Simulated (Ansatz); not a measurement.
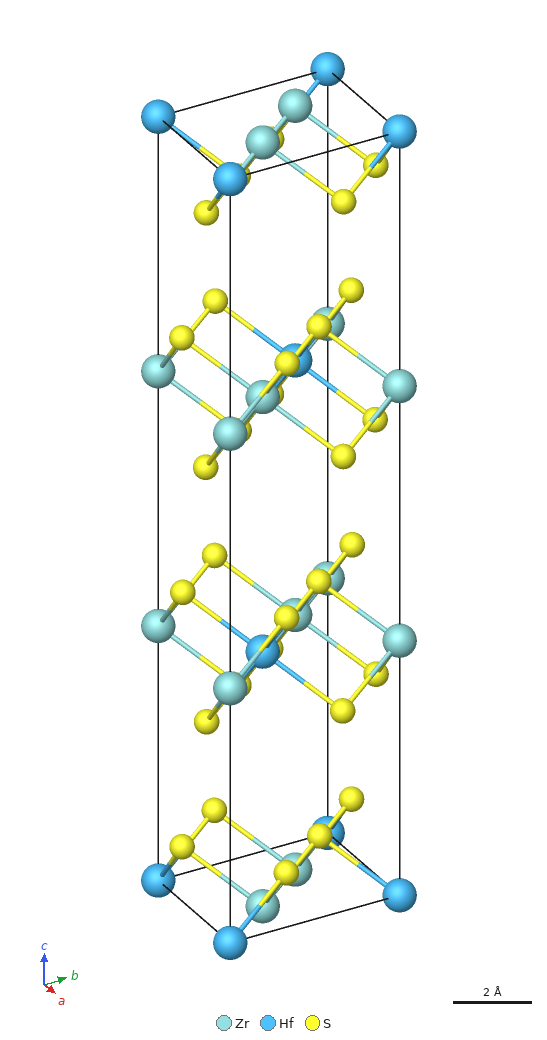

The image is a ball-and-stick drawing of a crystal, viewed slightly off an axis. The wireframe shows the conventional unit cell.

HfZr2S6, space group R-3 (No. 148), a = 6.364 Å, b = 6.364 Å, c = 20.328 Å, α = 90.00°, β = 90.00°, γ = 120.00°. The structure comes from a structure type filled with these elements by a generator (whether the compound takes this form wasn't checked). Earlier steps of the study may have refined or changed the cell and positions. It went into a calculation with Ansatz.

This one geometry was computed with Ansatz (DFT, plane waves, PAW) at three levels of theory: PBE, PBEsol and r2SCAN.

Which level gives the highest pressure at this volume, and what does that say about its equilibrium volume?

Highest: PBE (0.0 GPa), which points to the largest equilibrium volume. Lowest, with the smallest volume: PBEsol (-2.6 GPa). Levels within 0.5 GPa of each other can't be told apart.

How does the band gap change with the level of theory?

PBEsol: a gap of 1.08 eV, indirect; PBE: a gap of 1.16 eV, indirect; r2SCAN: a gap of 1.49 eV, indirect.

Collect the results in a table.

| level | cutoff (eV) | k-mesh of the run's cell | gap (eV) | pressure (GPa) |
| --- | --- | --- | --- | --- |
| PBE | 420 | 6×6×6 | 1.16 | 0.0 |
| PBEsol | 420 | 6×6×6 | 1.08 | -2.6 |
| r2SCAN | 500 | 6×6×6 | 1.49 | -0.6 |

Gaps are taken on the k-mesh or band path of each run.
